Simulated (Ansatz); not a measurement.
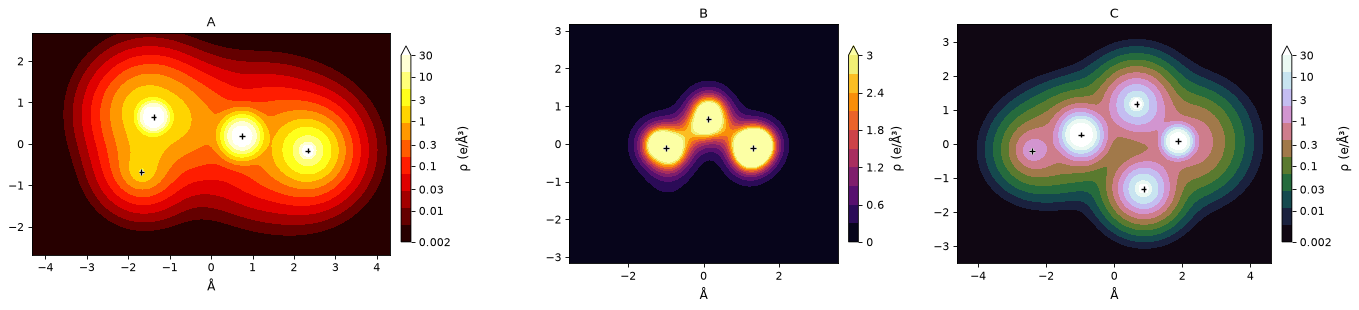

The total electron density of 3 systems, each on a plane through atoms (crosses mark nuclei in the plane).

Computed with Ansatz, isolated molecule in a Gaussian basis; Kohn-Sham density functional theory, functional PBE0.

System 1: AlHOS, the molecular plane. Geometry: PBE-D3(BJ)/def2-SVP.

```xyz
4

Al    0.1052    0.0309    2.3994
O    -1.3422    0.7530    2.5488
S     2.0510   -0.9375    2.1811
H     2.0102   -0.7302    0.8311
```

System 2: H$_{4}$N$_{2}$O$_{2}$ (SMILES ONNO), the plane of atoms N1, N2 and O4. Geometry: PBE0-D3(BJ)/def2-SVP.

```tsv
atom	x (Å)	y (Å)	z (Å)
N	1.2697	-1.0654	1.7903
N	0.0838	-1.5729	1.3593
O	1.8741	-0.2580	0.7693
O	-0.7467	-0.6059	0.7862
H	2.6766	-0.7447	0.5499
H	1.0532	-0.3874	2.5221
H	0.2813	-2.2823	0.6506
H	-0.1836	-0.1412	0.1436
```

System 3: FHOSiZn (SMILES F[Si][O][ZnH]), the molecular plane. Geometry: PBE-D3(BJ)/def2-SVP.

```xyz
5

F    -1.2341    0.3480    0.3757
O     0.7826    1.7397   -0.1101
Si   -0.6883    1.9727    0.5821
Zn    0.9296   -0.0334   -0.6531
H     1.3124   -1.4069   -1.1887
```

> Which map belongs to which system?

Panel A is system 1, AlHOS: the plane holds Al, O, S and H. Al–O (1.62 Å): ρ at the midpoint is about 1 e/Å³. Panel B is system 2, H$_{4}$N$_{2}$O$_{2}$: the plane holds N and O. N–N (1.36 Å): the density is about 2.5 e/Å³ at the midpoint. Panel C is system 3, FHOSiZn: the plane holds F, O, Si, Zn and H. Si–O (1.64 Å): ρ at the midpoint is about 1.2 e/Å³.
